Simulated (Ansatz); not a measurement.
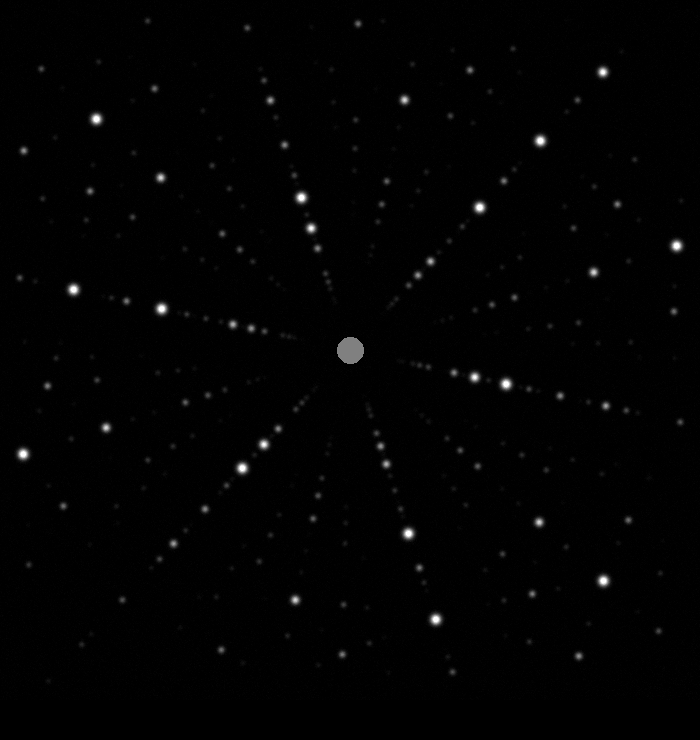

Simulated back-reflection Laue pattern (white X-rays, 0.45 to 2.2 Å, flat plate covering ±45° about the beam, kinematic intensities, seen from the source).

Q: What symmetry does the pattern show?

A: 3m: a threefold axis with three mirror lines.

The crystal is Si, space group Fd-3m (No. 227), a = 5.53 Å. Structure: the input geometry of an electronic-structure calculation (not necessarily at equilibrium).

Q: Which direction points towards the source?

A: [111] or one equivalent to it by a rotation of the Laue group. In Laue class m-3m no other family of directions with a member of indices 0 and ±1 has this symmetry.
